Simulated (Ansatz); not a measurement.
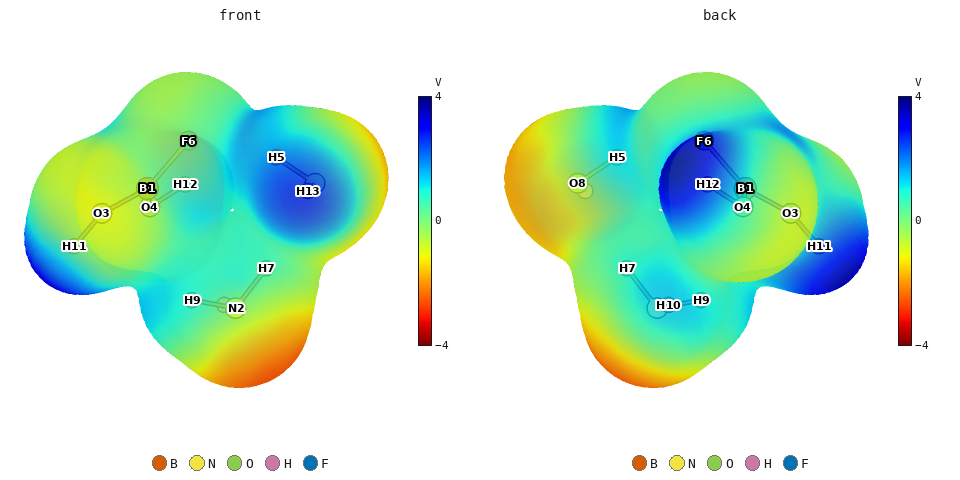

*BFH₂O₂···NH₃···H₂O. The molecular electrostatic potential painted on the density surface at 0.004 e/bohr³, seen from the front and from behind; red is negative and blue positive.*

Theory: Ansatz, RKS PBE-D4/def2-SVP.

The calculation's input:

```
crystal:
  periodic: [false, false, false]
  atoms:
    - { symbol: B, position_ang: [-1.353368, 0.045382, -0.393466] }
    - { symbol: "N", position_ang: [1.318099, -0.939971, -0.552835] }
    - { symbol: O, position_ang: [-1.864885, -1.167881, -0.048662] }
    - { symbol: O, position_ang: [-1.345757, 0.504691, -1.681123] }
    - { symbol: H, position_ang: [0.833914, 1.420986, 1.723901] }
    - { symbol: F, position_ang: [-0.977424, 0.877205, 0.645137] }
    - { symbol: H, position_ang: [1.447195, -0.206485, 0.151211] }
    - { symbol: O, position_ang: [1.791431, 1.277473, 1.829494] }
    - { symbol: H, position_ang: [0.633607, -1.613744, -0.19385] }
    - { symbol: H, position_ang: [0.921046, -0.509178, -1.394031] }
    - { symbol: H, position_ang: [-2.1879, -1.655147, -0.827205] }
    - { symbol: H, position_ang: [-1.036989, 1.427251, -1.725061] }
    - { symbol: H, position_ang: [1.821131, 0.539418, 2.46659] }
basis:
  gaussian: { orbitals: def2-SVP }
hamiltonian:
  xc: pbe
  dispersion: d4
relax:
  f_tol: 0.03
  max_steps: 50
output:
  orbitals: {}
```

Launched as:

```sh
ansatz run input.yaml --threads 4 --pin off --max-ram 5120MiB --backend cpu --events-out ev --progress --plain --runs-dir out
```

The fields are those of the run's last geometry, not of the input's.

Q: Describe the electrostatic potential map.

A: The most negative region (about −2.5 V) lies over N2, the most positive (about +3.7 V) over H11 and H12. N2 is the likeliest acceptor of a hydrogen bond.
